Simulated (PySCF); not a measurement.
# CH7GeN (SMILES [H][Ge]([H])([H])[NH]C) at 5 levels

Aim: a comparison of 5 runs (HF/3-21G, HF/def2-SVP, PBE0/def2-SVP, PBE0/6-311G**, PBE/def2-SVPD) of CH7GeN. The job is set up through a Python script.

The calculation is run with PySCF 2.14.0.

### Step 1. The molecule

The species is CH7GeN (10 atoms), meant as a singlet with charge 0. SMILES: `[H][Ge]([H])([H])[NH]C`. Geometry: a GFN2-xTB relaxation, a rough one for these elements and not checked as a minimum.

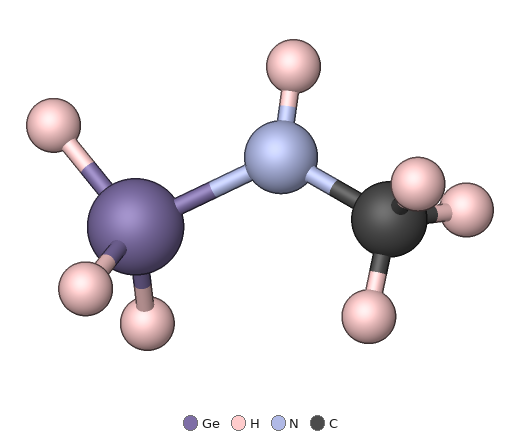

The structure, seen from a chosen angle (germanium purple, hydrogen pink, nitrogen light blue, carbon dark grey).

### Step 2. Energy and forces at HF/3-21G (run 1)

input.py

```python
from pyscf import gto, scf

mol = gto.M(
    atom='''
Ge       0.583350       1.008670       0.886250
H        0.541840       0.962270       2.375620
H        2.002590       1.040420       0.385890
H       -0.098290       2.244120       0.362820
N       -0.256810      -0.470040       0.326300
C       -0.491070      -0.846360      -1.051700
H       -0.638710      -1.127580       0.984690
H       -1.560450      -0.908630      -1.278540
H       -0.049870      -0.091550      -1.701130
H       -0.032580      -1.811300      -1.290200
''',
    spin=0,
    max_memory=1860,
    basis='3-21g',
    verbose=3,
)

mf = scf.RHF(mol)
mf.conv_tol = 1e-10
mf.kernel()
if not mf.converged:
    mf = mf.newton().run(mf.mo_coeff, mf.mo_occ)

etot = mf.e_tot
print('E = %.10f Eh' % etot)
grad = mf.nuc_grad_method().kernel()
mf.analyze()
```

Launch:

```bash
$ OMP_NUM_THREADS=1 python input.py
```

Log:

```text
converged SCF energy = -2161.1889142641
[... 14 lines left out ...]
MO #5   energy= -45.940039567573   occ= 2
[... 6 lines left out ...]
MO #12  energy= -1.55252282524901  occ= 2
[... 6 lines left out ...]
MO #19  energy= -0.731588037030408 occ= 2
[... 6 lines left out ...]
MO #26  energy= -0.34484842047572  occ= 2
[... 6 lines left out ...]
MO #33  energy= 0.36086773450152   occ= 0
[... 6 lines left out ...]
MO #40  energy= 0.979851366422087  occ= 0
[... 6 lines left out ...]
MO #47  energy= 1.3757699240057    occ= 0
[... 6 lines left out ...]
MO #54  energy= 2.78095407769402   occ= 0
[... 11 lines left out ...]
Dipole moment(X, Y, Z, Debye): -0.37359, -0.57965, -0.04899
```

Run time: 2.4 s. Hardware: 1 thread of Intel Xeon at 2.70GHz, shared host; peak memory 0.13 GiB.

### Step 3. Energy and gradient at HF/def2-SVP (run 2)

start.xyz

```xyz
10

Ge     0.583350     1.008670     0.886250
H      0.541840     0.962270     2.375620
H      2.002590     1.040420     0.385890
H     -0.098290     2.244120     0.362820
N     -0.256810    -0.470040     0.326300
C     -0.491070    -0.846360    -1.051700
H     -0.638710    -1.127580     0.984690
H     -1.560450    -0.908630    -1.278540
H     -0.049870    -0.091550    -1.701130
H     -0.032580    -1.811300    -1.290200
```

run.py

```python
# GeH3(NHMe)
import pyscf.grad
from pyscf import gto, scf

mol = gto.M(
    atom='start.xyz',
    basis='def2-svp',
    max_memory=1860,
    charge=0,
    verbose=4,
)

mf = scf.RHF(mol)
mf.conv_tol = 1e-10
mf.kernel()
if not mf.converged:
    mf = mf.newton().run(mf.mo_coeff, mf.mo_occ)

e_final = mf.e_tot
print('Final energy', e_final)
grad = mf.Gradients().kernel()
mf.analyze()
```

Launch:

```bash
$ OMP_NUM_THREADS=1 python run.py
```

Log:

```text
PySCF version 2.14.0

[... 89 lines left out ...]
MO #4   energy= -46.2156029022776  occ= 2
[... 12 lines left out ...]
MO #17  energy= -1.14087107621013  occ= 2
[... 12 lines left out ...]
MO #30  energy= 0.217393220664765  occ= 0
[... 12 lines left out ...]
MO #43  energy= 0.659052555263492  occ= 0
[... 12 lines left out ...]
MO #56  energy= 1.1698623403998    occ= 0
[... 12 lines left out ...]
MO #69  energy= 2.05226372736396   occ= 0
[... 12 lines left out ...]
MO #82  energy= 2.67081219232046   occ= 0
[... 12 lines left out ...]
MO #95  energy= 3.71048560607376   occ= 0
[... 108 lines left out ...]
Dipole moment(X, Y, Z, Debye): -0.39977, -0.64065, -0.03446
```

It took 9.6 s on 1 thread of Intel Xeon at 2.70GHz, shared host; peak memory 0.2 GiB.

### Step 4. Energy and gradient at PBE0/def2-SVP (run 3)

calc.py

```python
# GeH3(NHMe)
from pyscf import gto, dft

molecule = gto.M(
    atom='''
Ge     0.583350     1.008670     0.886250
H      0.541840     0.962270     2.375620
H      2.002590     1.040420     0.385890
H     -0.098290     2.244120     0.362820
N     -0.256810    -0.470040     0.326300
C     -0.491070    -0.846360    -1.051700
H     -0.638710    -1.127580     0.984690
H     -1.560450    -0.908630    -1.278540
H     -0.049870    -0.091550    -1.701130
H     -0.032580    -1.811300    -1.290200
''',
    verbose=4,
    max_memory=1860,
    charge=0,
    basis='def2-svp',
)

mf = dft.RKS(molecule)
mf.xc = 'pbe0'
mf.grids.level = 5
mf.conv_tol = 1e-10
mf.kernel()
if not mf.converged:
    mf = mf.newton().run(mf.mo_coeff, mf.mo_occ)

e_final = mf.e_tot
print('Final energy', e_final)
grad = mf.nuc_grad_method().kernel()
mf.analyze()
```

Launch:

```bash
$ OMP_NUM_THREADS=1 python calc.py
```

Log:

```text
PySCF version 2.14.0

[... 103 lines left out ...]
MO #4   energy= -44.3818593106531  occ= 2
[... 12 lines left out ...]
MO #17  energy= -0.876213116976672 occ= 2
[... 12 lines left out ...]
MO #30  energy= 0.099872602613932  occ= 0
[... 12 lines left out ...]
MO #43  energy= 0.48234758612832   occ= 0
[... 12 lines left out ...]
MO #56  energy= 0.934045125708167  occ= 0
[... 12 lines left out ...]
MO #69  energy= 1.78573352502699   occ= 0
[... 12 lines left out ...]
MO #82  energy= 2.35385842160216   occ= 0
[... 12 lines left out ...]
MO #95  energy= 3.34126323484999   occ= 0
[... 108 lines left out ...]
Dipole moment(X, Y, Z, Debye): -0.43537, -0.70896, -0.02683
```

Run time: 40 s. Hardware: 1 thread of Intel Xeon at 2.70GHz, shared host; peak memory 0.94 GiB.

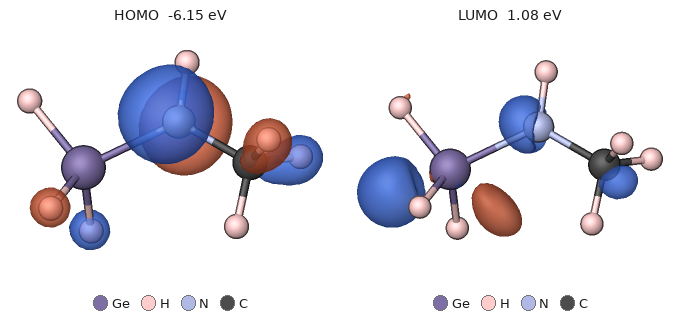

Frontier orbitals of this run, surfaces at ±0.2 Å^-3/2.

Run 4 isn't shown in full; the table further down has it.

### Step 5. Energy and forces at PBE/def2-SVPD (run 5)

job.py

```python
# GeH3(NHMe)
import pyscf.grad
from pyscf import gto, dft

system = gto.Mole()
system.atom = '''
Ge       0.583350       1.008670       0.886250
H        0.541840       0.962270       2.375620
H        2.002590       1.040420       0.385890
H       -0.098290       2.244120       0.362820
N       -0.256810      -0.470040       0.326300
C       -0.491070      -0.846360      -1.051700
H       -0.638710      -1.127580       0.984690
H       -1.560450      -0.908630      -1.278540
H       -0.049870      -0.091550      -1.701130
H       -0.032580      -1.811300      -1.290200
'''
system.max_memory = 1860
system.spin = 0
system.verbose = 4
system.charge = 0
system.basis = 'def2-svpd'
system.build()

myscf = dft.RKS(system)
myscf.xc = 'pbe'
myscf.grids.level = 5
myscf.conv_tol = 1e-10
myscf.kernel()
if not myscf.converged:
    myscf = myscf.newton().run(myscf.mo_coeff, myscf.mo_occ)

etot = myscf.e_tot
print('E(%s) = %.9f' % ('PBE', etot))
grad = myscf.Gradients().kernel()
myscf.analyze()
```

Launch:

```bash
$ OMP_NUM_THREADS=1 python job.py
```

Log:

```text
PySCF version 2.14.0

[... 101 lines left out ...]
Two-electron Energy =                 1051.335749748507396
[... 18 lines left out ...]
MO #15  energy= -1.08506333319005  occ= 2
[... 16 lines left out ...]
MO #32  energy= 0.0480870471684196 occ= 0
[... 16 lines left out ...]
MO #49  energy= 0.261527777371582  occ= 0
[... 16 lines left out ...]
MO #66  energy= 0.438326939954873  occ= 0
[... 16 lines left out ...]
MO #83  energy= 0.826914221172696  occ= 0
[... 16 lines left out ...]
MO #100 energy= 1.55701027429542   occ= 0
[... 16 lines left out ...]
MO #117 energy= 2.15964390518952   occ= 0
[... 16 lines left out ...]
MO #134 energy= 3.35395619416484   occ= 0
[... 147 lines left out ...]
Dipole moment(X, Y, Z, Debye): -0.39448, -0.64548, -0.04488
```

Wall time 61 s (1 thread of Intel Xeon at 2.70GHz, shared host); peak memory 1.5 GiB.

### Step 6. All runs side by side

```csv
run,level,integration grid,energy (Eh),dipole moment (D),HOMO energy (eV),LUMO energy (eV),wall time
1,HF/3-21G,–,-2161.188914,0.69,-9.38,4.69,2.4 s
2,HF/def2-SVP,–,-2171.410077,0.76,-9.66,4.17,9.6 s
3,PBE0/def2-SVP,5,-2173.341029,0.83,-6.15,1.08,40 s
4,PBE0/6-311G**,5,-2173.659104,0.80,-6.19,0.71,54 s
5,PBE/def2-SVPD,5,-2173.277188,0.76,-4.98,-0.35,61 s
```

### Step 7. Results

| quantity | value |
| --- | --- |
| run 5: total energy | -2173.27719 Eh |
| run 5: dipole moment | 0.76 D |
| run 5: HOMO energy | -4.98 eV |
| run 5: LUMO energy | -0.35 eV |
| run 5: HOMO–LUMO gap | 4.63 eV |
| run 5: largest force on an atom | 1.136 eV/Å |

In words: The dipole moment (its size) runs from 0.69 D (HF/3-21G) to 0.83 D (PBE0/def2-SVP). The two ends differ in method and basis. The HOMO–LUMO gap runs from 4.63 eV (PBE/def2-SVPD) to 14.07 eV (HF/3-21G). Totals of different functionals can't be ranked against each other. All runs together took 2.8 min, the longest 61 s.
